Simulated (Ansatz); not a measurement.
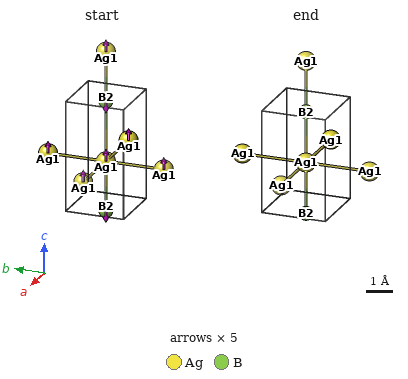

The structure of crystalline AgB (a generated structure, set up in P4mm) (coarse preliminary run) before (left) and after (right) a relaxation, at one scale. The purple arrows give the displacements (the part carried along by the change of the cell is left out), 5 times their true length.

The picture is a ball-and-stick view of the cell of the calculation, seen from a free direction.

These are results of DFT PBE, scalar-relativistic, plane waves, PAW (Ansatz 0.2.0), not measurements. (plane-wave cutoff 420 eV; k-point mesh 8 × 8 × 4; occupations gaussian; smearing width 0.1 eV; no spin polarisation; cell and atoms relaxed; force threshold 0.04 eV/Å; at most 70 steps)

What changed between the two?

Answer. After 4 accepted moves (5 points after the start) the energy has fallen by 285 meV per atom. Largest force component: 1.4 eV/Å at the start, 0.00034 eV/Å at the end. Pressure: 15.37 GPa at the start and 0.06 GPa at the end. At 1 point the geometry stayed and the basis and grid were re-selected for the new cell (energy shift of 1.9 meV per atom at most each time). The largest moves relative to the cell, 0.11 Å, are those of Ag1 and B2. Ag1 goes along +c. Largest moves by element: Ag 0.11 Å, B 0.11 Å. Cell: a = b 2.438 → 2.675 Å (+9.7 %), c 4.607 → 4.273 Å (−7.2 %). Volume +11.7 %. Among the contacts that change: Ag1–B2 2.531 → 2.137 Å, Ag1–Ag1 2.438 → 2.675 Å, Ag1–B2 (another image) 2.076 → 2.137 Å. The space group (tolerance 0.01 Å) goes from P4mm (No. 99) to P4/mmm (No. 123). Cost: 9 s on 1 thread of Intel(R) Xeon(R) CPU @ 2.80GHz (Skylake/Cascade Lake), on a shared host, peak memory 0.37 GiB.
